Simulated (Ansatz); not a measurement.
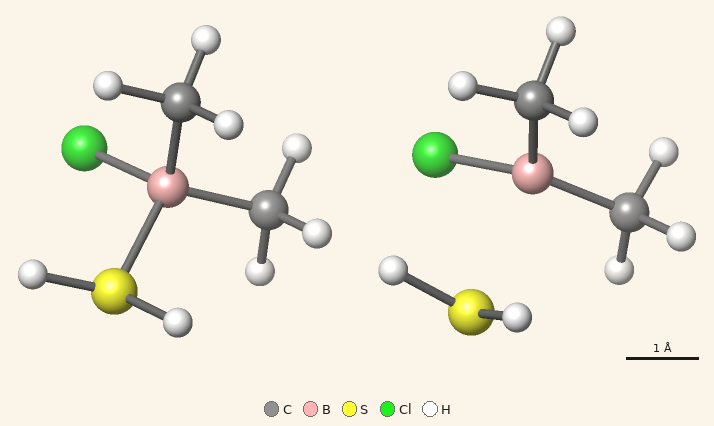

Two geometries of C2H8BClS (coarse preliminary run), drawn at one scale. One is the start of a relaxation, the other its converged end. Style: ball-and-stick. Shown from a free direction.

Method: RKS PBE-D4/def2-SVP (Ansatz). (force threshold 0.03 eV/Å; at most 200 steps)

### Which one is relaxed?

The right one is the relaxed one. The start comes from a force field. The energy falls by 30.2 kcal/mol in 7 accepted moves (8 points after the start). Largest force component: 5 eV/Å at the start, 0.021 eV/Å at the end. The line search rejected the trial step at point 4 of the run. The atom that moves furthest after the best rigid fit is an H atom (0.32 Å). By element the largest moves are H 0.32 Å, S 0.30 Å, B 0.24 Å, C 0.15 Å, Cl 0.13 Å. Some distances before and after: B–S 1.866 → 2.330 Å, H–S 1.258 → 1.363 Å, Cl–S 3.020 → 3.125 Å, C–H 1.184 → 1.108 Å. Bond angles that change, for instance: H–S–H 112.2° → 92.2°, C–B–C 107.6° → 120.8°, C–B–Cl 109.1° → 114.9°. Cost: 51 s on 4 threads of Intel Xeon @ 2.50GHz, on a shared host.
